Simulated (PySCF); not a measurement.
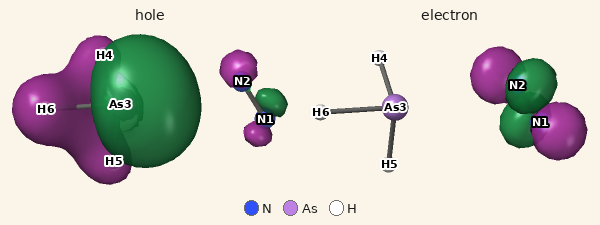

Figure 1: AsH$_{3}$N$_{2}$, SMILES `N#N.[AsH3]`. Leading natural transition orbital pair of S₁ (TDA singlet states); the surfaces enclose about 70 % of each orbital's density.

Computed with PySCF, PBE/def2-SVP, geometry: an unrelaxed start of a pair search. Without diffuse functions Rydberg states are missing, so the states' numbers hold for this basis only.

Question: What kind of excitation is it, and where does it lie?

Answer: 4.75 eV (261 nm), f = 0.004, charge transfer, whose energy this functional puts too low; the leading pair carries 100 %; hole on As3 (72 %), H6 (9 %) and H5 (6 %), electron on N1 (50 %) and N2 (47 %); their centroids lie 2.7 Å apart. In canonical orbitals it is mainly HOMO → LUMO+1 (72 %). The HOMO–LUMO gap is 4.53 eV.
